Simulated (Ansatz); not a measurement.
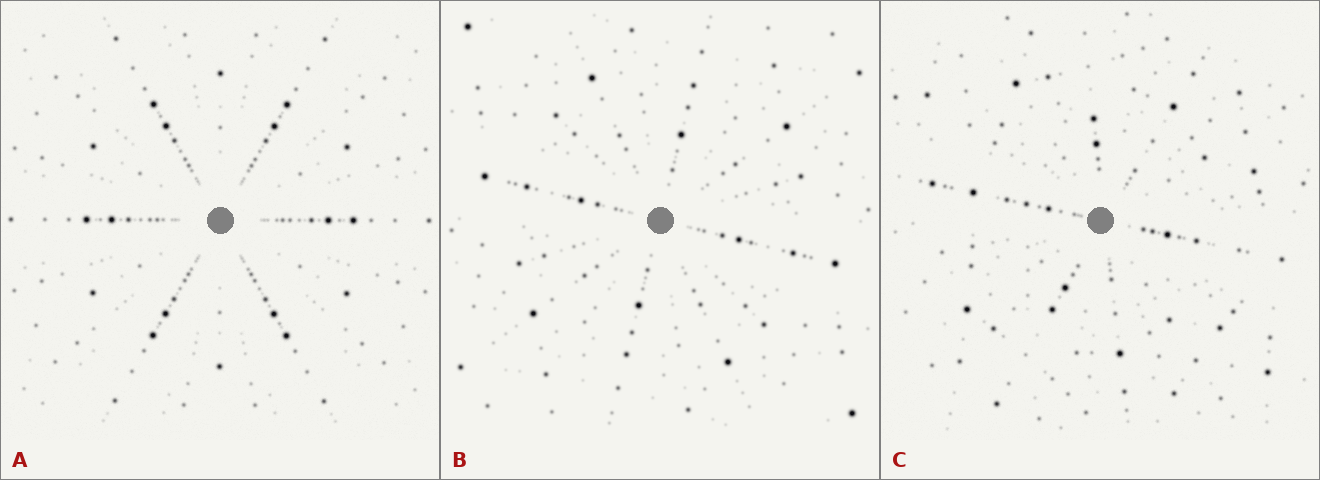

Simulated back-reflection Laue patterns (white X-rays, 0.45 to 2.2 Å, flat plate covering ±45° about the beam, kinematic intensities, seen from the source). Crystal: SbMo, space group P6_3/mmc (No. 194), a = 4.30 Å, c = 5.20 Å (hexagonal axes). Structure: the end point of a relaxation with Ansatz 0.2.0, DFT PBEsol, scalar-relativistic, plane waves, PAW; the starting structure was generated, so it need not be a known form of this composition.

```cif
data_structure
_symmetry_space_group_name_H-M 'P6_3/mmc'
_symmetry_Int_Tables_number 194
_cell_length_a 4.3008
_cell_length_b 4.3008
_cell_length_c 5.2049
_cell_angle_alpha 90.000
_cell_angle_beta 90.000
_cell_angle_gamma 120.000
_cell_volume 83.38
loop_
_atom_site_label
_atom_site_type_symbol
_atom_site_symmetry_multiplicity
_atom_site_Wyckoff_symbol
_atom_site_fract_x
_atom_site_fract_y
_atom_site_fract_z
_atom_site_occupancy
Mo1 Mo 2 a 0.00000 0.00000 0.00000 1
Sb1 Sb 2 c 0.33333 0.66667 0.25000 1
```

### The directions [001], [210], [211] point towards the source, in some order. Which is which?

A: [001], symmetry 6mm (a sixfold axis with mirror lines). B: [210], symmetry 2mm (a twofold axis with two mirror lines). C: [211], symmetry m (one mirror line). The Laue class is 6/mmm.
